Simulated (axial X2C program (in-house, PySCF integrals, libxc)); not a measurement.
## Relativistic diatomic calculation, with input and output: BiRb

System: BiRb, single determinant with Ω = 1. The distance is the PBE0 minimum at charge 0.
Method: expectation values, HF and Kohn-Sham, two-component X2C with atomic mean-field Coulomb and Gaunt terms, Bi dyall-cv3z, Rb dyall-cv3z (cores contracted) (axial X2C program (in-house, PySCF integrals, libxc)).

**The input**
```
{"zs": [83, 37], "q": 0, "bas": ["dyall-cv3z", "dyall-cv3z"], "r0": 3.61, "levels": ["PBE0", "HF", "B3LYP", "TPSSh", "PBE"], "nst": 2}
```

The line is the task of a batch: nuclear charges, charge, bases, the levels to run, a first guess of the distance and further settings. This report covers the levels named above. The log is that of the reference distance, started from orbitals converged before.

The run was one of a batch that the task file lists, launched with:
```bash
python <driver script> task.json out
```

**Log**
```
two-component X2C + atomic mean field  PBE0
basis functions 283  fitting functions 1532  grid points 5807
iter        total energy     max residual
   1     -24522.642730073     1.80e-05
   2     -24522.642730073     1.21e-06
converged
one-electron -34499.30689577  Coulomb 10033.68404073  exact exchange -124.32053876  xc functional -380.62551024  nuclear repulsion 470.22662463  atomic mean-field constant -22.30045066
```

**Expectation values by level of theory**

```tsv
quantity	PBE0	HF	B3LYP	TPSSh	PBE
effective field for an electron dipole moment (GV/cm)	−10.5	−17.2	−9.38	−11.3	−10.0
field gradient at the first nucleus (a.u.)	−4.40	−6.53	−2.58	−5.27	−3.97
field gradient at the second nucleus (a.u.)	−0.297	−0.429	−0.275	−0.288	−0.266
A∥/gI, first nucleus (MHz)	−844	−1490	−416	−944	−669
A∥/gI, second nucleus (MHz)	−350	−221	−413	−307	−398
```

Each column comes from one determinant with 2 or more unpaired spinors, which can mix states, in a basis with contracted cores. The levels disagree widely: A∥/gI at the first nucleus runs from −1490 to −416 MHz and the field gradient at the first nucleus runs from −6.53 to −2.58 a.u. They may not all have settled in the same state, and these values aren't reliable properties of the molecule.

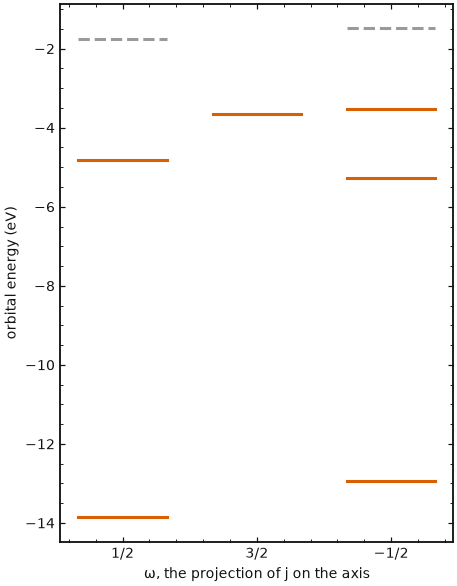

Orbital energies (PBE0) near the frontier at 3.46 Å, filled (solid) and empty (dashed). The highest filled spinor (−1/2; 71 % Bi p, 22 % Rb s) lies at −3.52 eV, the lowest empty one (1/2; 48 % Bi p, 43 % Rb s) at −1.75 eV.

**Key numbers**

| quantity | value |
| --- | --- |
| outcome | converged; the levels of theory disagree widely |
| hardware | 1 thread of Arm Neoverse V1, 24 GiB of memory available, shared host |
| wall time | 13 s |
| peak memory | 0.73 GiB |
